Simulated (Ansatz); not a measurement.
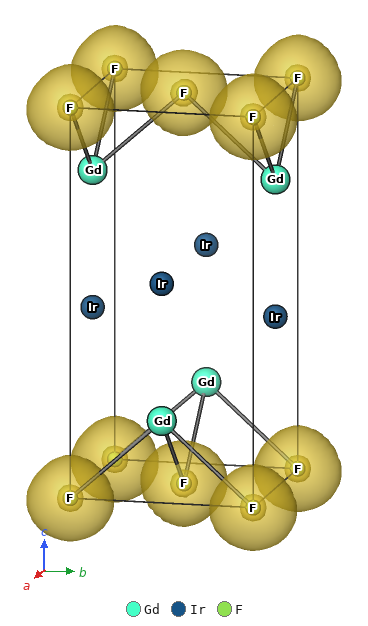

*GdIrF. Isosurface of the electron localisation function at 0.65 (yellow), seen slightly off an axis. Core shells and regions of very low density are left out. Sticks mark near contacts.*

Space group P4/nmm; a structure generated by program, which may or may not match a known phase; spin-polarised.

Method: Ansatz, DFT PBE, scalar-relativistic, plane waves, PAW.

Where are the electrons localised?

At this value the surface marks out two regions wrapped around F (the valence shell of each), counted in one cell of 6 atoms. Regions shared between cells count once. Along the contacts the grid gives the following. Gd–F (2.44 Å): the ELF is about 0.10 at the midpoint: no localised pair shows between them. Gd–Ir (2.72 Å): the ELF is about 0.20 at the midpoint: no localised pair shows between them.

How are the moments arranged in this solution?

Parallel moments (a ferromagnetic arrangement) in this solution; site moments Gd: +6.8 μB (×2) in one cell of 6 atoms, with smaller moments on other sites: Ir (up to +0.11 μB).
